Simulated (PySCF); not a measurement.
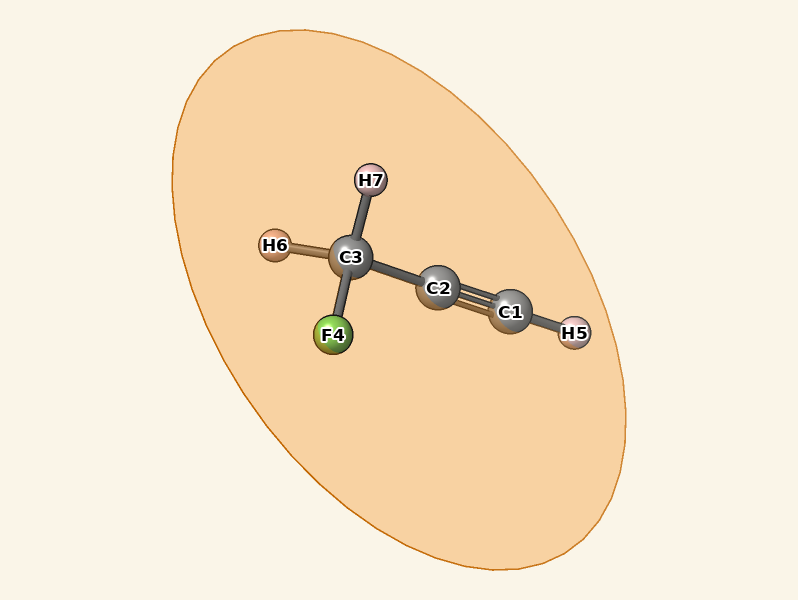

A disc through the centre of mass is drawn in. Atoms fade into the background with distance from the viewer. The geometry was computed by an optimisation with PBE0-D3(BJ)/def2-SVP. No frequency run is at hand to confirm it as a minimum.

**Is the plane of the disc a mirror plane of the structure?**

Yes. The reflection leaves C1, C2, C3, F4, H5 in place and moves H6 ↔ H7. The point group is Cs.
